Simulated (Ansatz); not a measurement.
## Electronic structure of BrH₃Si···SiH₄ in real space

```xyz
10

Si   -1.9772    0.1002   -0.5385
Br   -1.5699   -2.1008   -0.4133
H    -1.5332    0.5952   -1.8679
H    -1.2223    0.7846    0.5439
H    -3.4372    0.3228   -0.3628
H     1.2103   -0.8961    1.4054
Si    1.9481    0.0564    0.5302
H     3.3818   -0.3429    0.4405
H     1.3461    0.0476   -0.8344
H     1.8535    1.4331    1.0967
```

All numbers below come from Ansatz 0.2.0, RKS B3LYP-D4/def2-SVP.

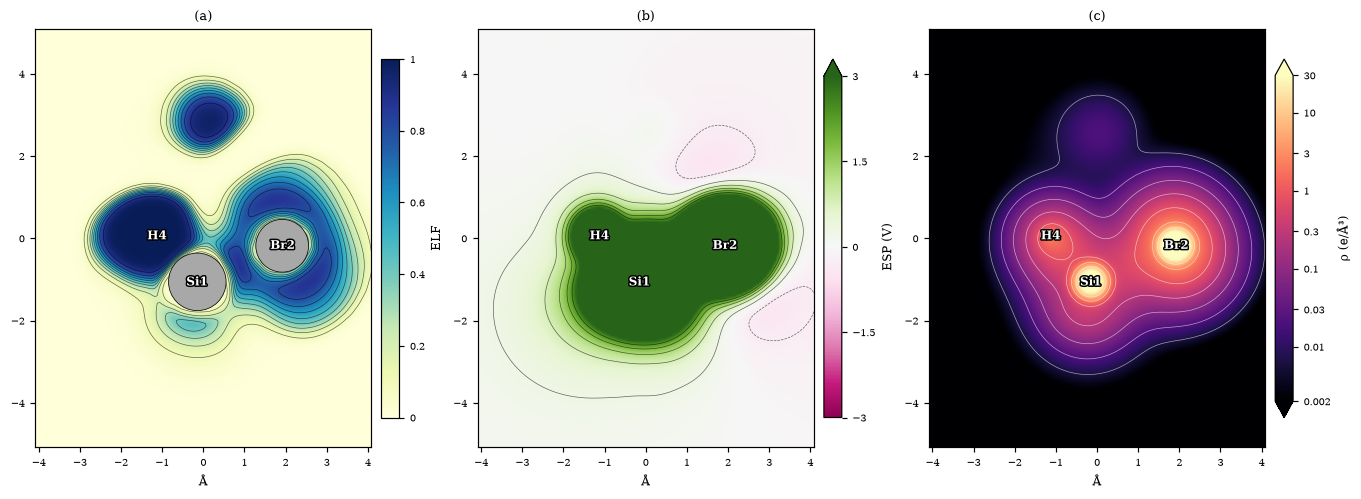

Figure 1. (a) ELF; (b) molecular electrostatic potential; (c) electron density on the plane of atoms Br2, Si1 and H4. Grey discs cover the atomic cores in the ELF map.

Read the bonding off the picture.

Answer. The plane passes through Si, Br and H nuclei.
Si–Br (2.24 Å): ρ is about 0.74 e/Å³ halfway; the ELF peaks at about 0.90 between the atoms, as expected for a polar covalent bond.
Si–H (1.49 Å): the density is about 0.78 e/Å³ at the midpoint; the ELF climbs to about 1 towards the hydrogen, as it does in any bond to H.
The ELF also peaks beside Br2, away from the bonds: lone-pair regions.
Outside the dense part of the complex the potential is most negative (−0.5 V) near Br2.

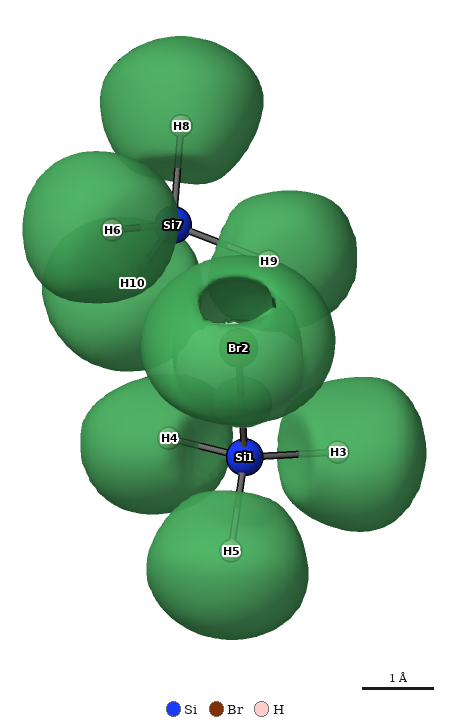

Figure 2. Isosurface of the ELF at 0.8 (green), seen at an oblique angle. Core shells and regions of very low density are left out.

Describe the localisation domains.

Answer. The ELF exceeds this value in one region between bonded Br–Si atoms (shared pairs), seven regions around hydrogen nuclei and one ring or bowl of non-bonding electrons around Br.


Si1···Si7 (4.07 Å): the ELF dips to about 0 between them: a non-bonded, intermolecular contact.

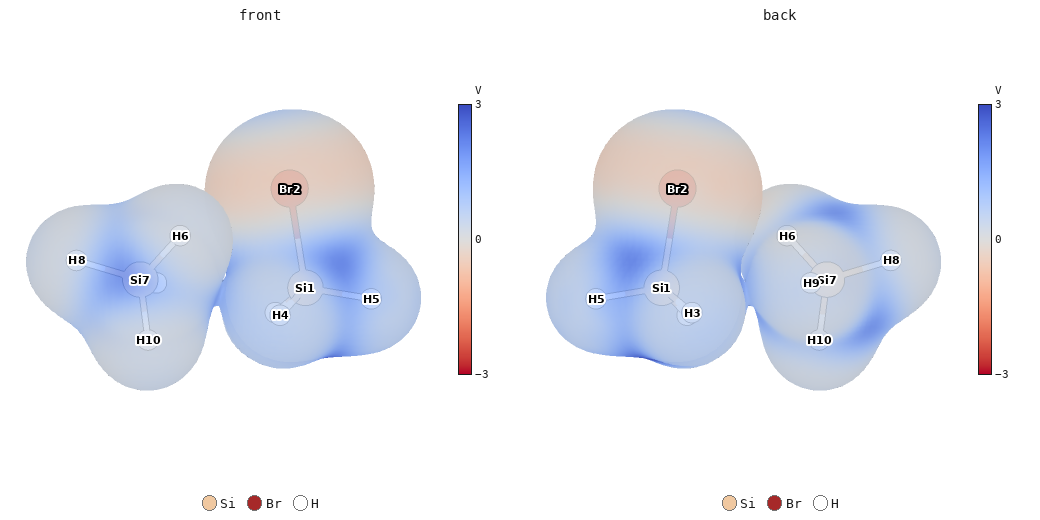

Figure 3. The molecular electrostatic potential painted on the density surface at 0.004 e/bohr³, seen from the front and from behind; the colour scale runs from red (negative) to blue (positive).

Where is the surface potential most negative and most positive?

Answer. The most negative region (about −0.4 V) lies over Br2, the most positive (about +2.5 V) over Si1. Br2 shows a σ-hole: about +0.6 V at the tip opposite its bond, against about −0.3 V on its flanks.
